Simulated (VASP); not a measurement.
Band structure of CuCl (zinc blende). Calculation: RPBE GGA, VASP's PBE PAW potentials (set 64) (plane waves; VASP).

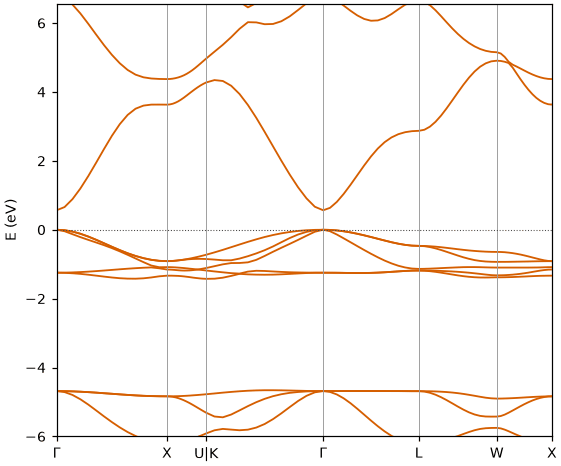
Figure. Bands along high-symmetry lines, zero at the valence-band maximum or, without a gap, the Fermi level

### Question
Read the plot: is there a gap, and where are the band edges?

### Answer
The gap is direct, 0.57 eV, from the valence maximum at Γ to the conduction minimum at Γ. (Edges off the drawn lines would not show.)

Measured: gap 3.39 eV at 2 K (computed value off by -2.82 eV), as given by arXiv:1206.3780.

The compound is CuCl in the zinc blende structure. It was relaxed first, which changed the volume by +7 %.
